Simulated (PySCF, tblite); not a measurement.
# C₅H₈NO radical: geometry, infrared bands and EPR parameters

What infrared bands and EPR parameters should C₅H₈NO radical (`N[C@H]1[CH]CC(=O)C1`) show?

The runs use tblite 0.8.0 and PySCF 2.14.0, with density-fitted response routines of our own; the level of theory stands in each step. All values are computed, except where a source is named. Atoms count from 0, in the outputs and in this text.

**1. The molecule as given**

15 atoms, charge 0, multiplicity 2; geometry from: force field or distance geometry start.

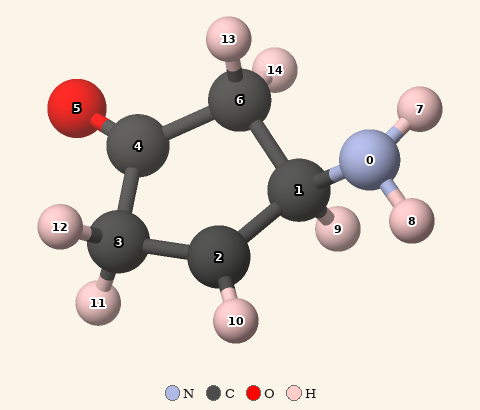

As it starts; nitrogen light blue, carbon dark grey, oxygen red, hydrogen pink, atoms numbered.

**2. Geometry optimisation with GFN2-xTB**

What the job is given:

```
{"job": {"kind": "relax", "xc": "GFN2-xTB", "basis": "xTB"}, "charge": 0, "multiplicity": 2}
N     -2.072100     0.040900     0.192800
C     -0.755400     0.059600    -0.387800
C      0.061500     1.165000     0.187800
C      1.492500     0.819700     0.331200
C      1.442400    -0.671600     0.073700
O      2.435900    -1.380000    -0.018100
C      0.041400    -1.197200    -0.038300
H     -2.588800    -0.765700    -0.136300
H     -2.596200     0.853500    -0.132300
H     -0.819800     0.170500    -1.462000
H     -0.312300     2.180000     0.287200
H      2.107100     1.312100    -0.404900
H      1.837100     1.001400     1.366600
H     -0.232300    -1.628700     0.932700
H     -0.045400    -1.951300    -0.814300
```

Started as:

```
> OMP_NUM_THREADS=1 python probes_run.py task.json out
```

This one command runs all jobs of the session in turn.

**Question.** This job is followed by: GFN2-xTB harmonic vibrations, gas phase; UKS B3LYP, pcH-1 on C H N O, non-relativistic, mean-field spin-orbit, GIAO. Predict these results of the whole session: strongest single infrared mode (GFN2-xTB); zero-point energy (GFN2-xTB); g(iso) (B3LYP); ⟨S²⟩; largest a(iso) (averaged by class); surface potential, least and greatest.

As calculated:

```
                                 quantity                  value
strongest single infrared mode (GFN2-xTB)  1800 cm⁻¹, 392 km/mol
             zero-point energy (GFN2-xTB)          75.0 kcal/mol
                           g(iso) (B3LYP)                2.00253
                                     ⟨S²⟩     0.754 (exact 0.75)
       largest a(iso) (averaged by class)   1H on H12, 132.5 MHz
    surface potential, least and greatest     -1.76 V and 1.52 V
```

**Reading.** Relaxing lowered the energy by 0.206 eV in 73 steps; the close pair that moved most is C1–H9, from 1.082 to 1.114 Å. All 39 modes are real, so the xTB geometry is a minimum. The strongest single mode, at 1800 cm⁻¹, moves mainly C4 and O5. GFN2-xTB is a fitted tight-binding method: band positions and strengths are rough. Its intensities can rank the bands wrongly. Most of the unpaired spin sits on C2 (1.02 e). The isotropic g lies 0.2 ppt above the free-electron value.
